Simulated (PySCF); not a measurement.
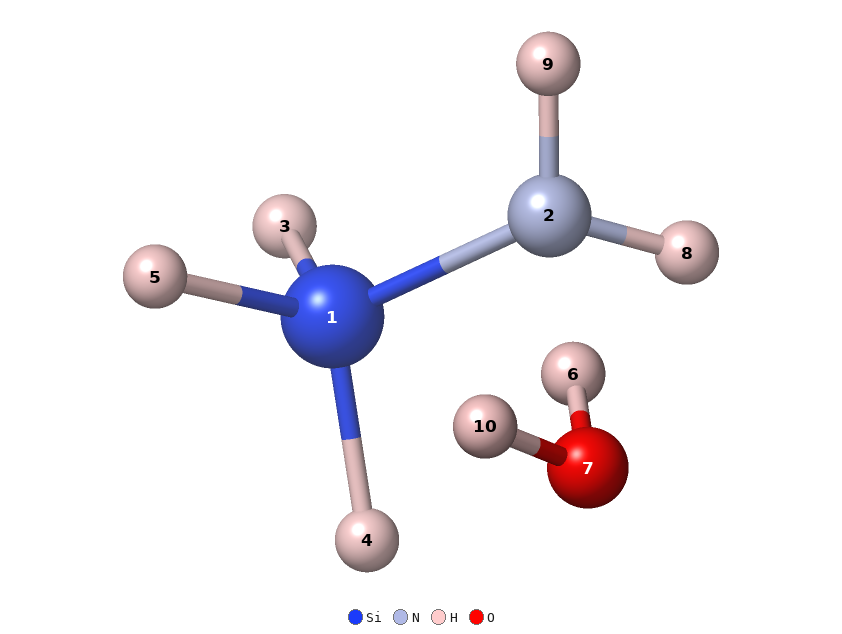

The atoms are numbered. The computed structure is the end point of a PBE0-D4/def2-TZVP optimisation. No frequency run is at hand to confirm it as a minimum.

How are the neighbours of atom 1 arranged?

Answer. Si1 has 4 neighbours (N2 at 1.74, H3 at 1.49, H4 at 1.48, H5 at 1.48 Å); the arrangement is tetrahedral.

What is the geometry at O7?

Answer. O7 has 2 neighbours (H6 at 0.97, H10 at 0.96 Å); the arrangement is bent.
